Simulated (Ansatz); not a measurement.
Consider MgS in the rock salt structure (space group Fm-3m, No. 225; a = 5.203 Å). Axes: x, y, z lie along the cube axes.

Modification: uniaxial strain ε_zz = −1.50 %, all other strain components held at zero; the atoms relax in the strained cell.

All numbers come from plane-wave PAW DFT at the r2SCAN level (Ansatz, a program for electronic structure, 500 eV), no spin-orbit coupling.

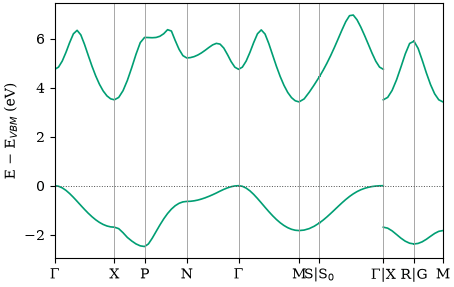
Fig. 1. Highest valence and lowest conduction band along the path of the changed cell's own zone

From the figure, how large is the changed gap, and is it direct?

About 3.4 eV, indirect, Γ → M.

No phonon test of stability was made. Labels are those of the standard path for the cell's own space group.
